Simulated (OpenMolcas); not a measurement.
**AlO (oxoaluminum): USSB-D (no dispersion term)/6-31G**

What is the energy change on altering one bond length of AlO (oxoaluminum) at USSB-D (no dispersion term)/6-31G? 

The results are computed with OpenMolcas 26.06.

**1. The system as given**

The species is AlO (2 atoms), meant as a doublet with charge 0. As SMILES, `[O]=[Al]`. Geometry: a GFN2-xTB relaxation, a rough one for these elements and not checked as a minimum.

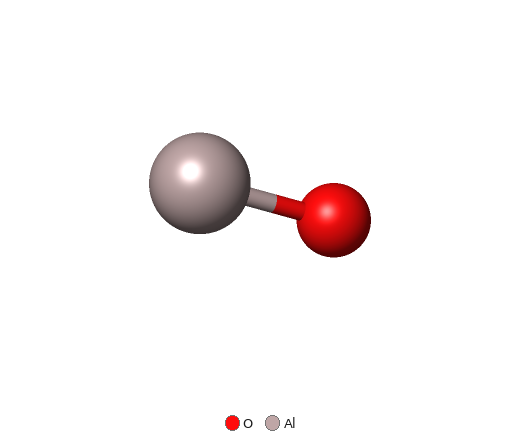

Viewed from a chosen angle; oxygen red, aluminium light grey.

**2. The energy at USSB-D (no dispersion term)/6-31G**

The input, coord.xyz:

```xyz
2

O      0.000000     0.000000     0.000000
Al     0.000000     0.000000     1.570050
```

The input, job.inp:

```
* AlO Kohn-Sham DFT

&GATEWAY
  BasLib = $CurrDir
  Coord = coord.xyz
  Basis = 6-31G
  Group = NoSym

&SEWARD
  GridInput
  Grid=SG1Grid
  End of Grid

&SCF
  UHF
  Spin = 2
  KSDFT = SSBD
  PrOrbitals = 0
```

The basis set 6-31G is read from a file made from the Basis Set Exchange's data (not shown).

Run with:

```bash
$ export MOLCAS_MEM=1860
$ pymolcas job.inp > job.log
```

The program printed:

```text
--- Start Module: gateway ---
[...]
--- Stop Module: gateway /rc=_RC_ALL_IS_WELL_ ---
--- Start Module: seward ---
[...]
      Basis functions           22
--- Stop Module: seward /rc=_RC_ALL_IS_WELL_ ---
--- Start Module: scf ---
[...]
 ###    WARNING:  Find_Functional: Dispersion corrections are                ###
 ###    not implemented!                                                     ###
 ###############################################################################
[...]
       Convergence after  14 Iterations
[...]
::    Total KS-DFT energy                            -319.0556340775
[...]
      Total spin, S                                     0.5018169445
[...]
      Total electronic charge=   21.000000
      Total            charge=   -0.000000
[...]
      Dipole Moment (debye):
      Origin of the operator (angstrom)=    0.0000    0.0000    0.9857
                   X= -7.5098E-16               Y=  1.5397E-15               Z=  3.5995E+00           Total=  3.5995E+00
      Quadrupole Moment (debye*angstrom):
[...]
--- Stop Module: scf /rc=_RC_ALL_IS_WELL_ ---
[...]
```

Wall time 2.4 s (1 thread of Arm Neoverse V1, shared host); peak memory 0.37 GiB.

**3. The distorted shape, same level**

The input, coord.xyz:

```xyz
2

O      0.000000     0.000000     0.157050
Al     0.000000     0.000000     1.570050
```

The input, job.inp:

```
* AlO Kohn-Sham DFT

&GATEWAY
  BasLib=$CurrDir
  Coord=coord.xyz
  Basis=6-31G
  Group=NoSym

&SEWARD
  GridInput
  Grid=SG1Grid
  End of Grid

&SCF
  UHF
  Spin=2
  KSDFT=SSBD
  PrOrbitals=0
```

The basis set 6-31G is read from a file made from the Basis Set Exchange's data (not shown).

Run with:

```bash
$ export MOLCAS_MEM=1860
$ pymolcas job.inp > job.log
```

The program printed:

```text
--- Start Module: gateway ---
[...]
--- Stop Module: gateway /rc=_RC_ALL_IS_WELL_ ---
--- Start Module: seward ---
[...]
      Basis functions           22
--- Stop Module: seward /rc=_RC_ALL_IS_WELL_ ---
--- Start Module: scf ---
[...]
 ###    WARNING:  Find_Functional: Dispersion corrections are                ###
 ###    not implemented!                                                     ###
 ###############################################################################
[...]
       Convergence after  12 Iterations
[...]
::    Total KS-DFT energy                            -318.9942729160
[...]
      Total spin, S                                     0.5014727621
[...]
      Total electronic charge=   21.000000
      Total            charge=   -0.000000
[...]
      Dipole Moment (debye):
      Origin of the operator (angstrom)=    0.0000    0.0000    1.0442
                   X=  2.2522E-16               Y=  2.1511E-15               Z=  3.4406E+00           Total=  3.4406E+00
      Quadrupole Moment (debye*angstrom):
[...]
--- Stop Module: scf /rc=_RC_ALL_IS_WELL_ ---
[...]
```

It took 2.2 s on 1 thread of Arm Neoverse V1, shared host; peak memory 0.37 GiB.

**4. What came out**

Level: USSB-D (no dispersion term)/6-31G.

| quantity | value |
| --- | --- |
| first shape: total energy | -319.05563 Eh |
| first shape: dipole moment | 3.60 D |
| first shape: HOMO energy (highest over α and β) | -6.70 eV |
| first shape: LUMO energy (lowest over α and β) | -5.23 eV |
| first shape: ⟨S²⟩ | 0.754 |
| distorted shape: total energy | -318.99427 Eh |
| distorted shape: dipole moment | 3.44 D |
| distorted shape: HOMO energy (highest over α and β) | -6.53 eV |
| distorted shape: LUMO energy (lowest over α and β) | -5.08 eV |
| distorted shape: ⟨S²⟩ | 0.753 |
| energy change with the O1–Al2 bond shortened from 1.570 to 1.413 Å | 1.670 eV |

With the O1–Al2 bond shortened from 1.570 to 1.413 Å the energy rises by 1.67 eV (161 kJ/mol). The first shape isn't relaxed at this level, so the change isn't measured from a minimum.
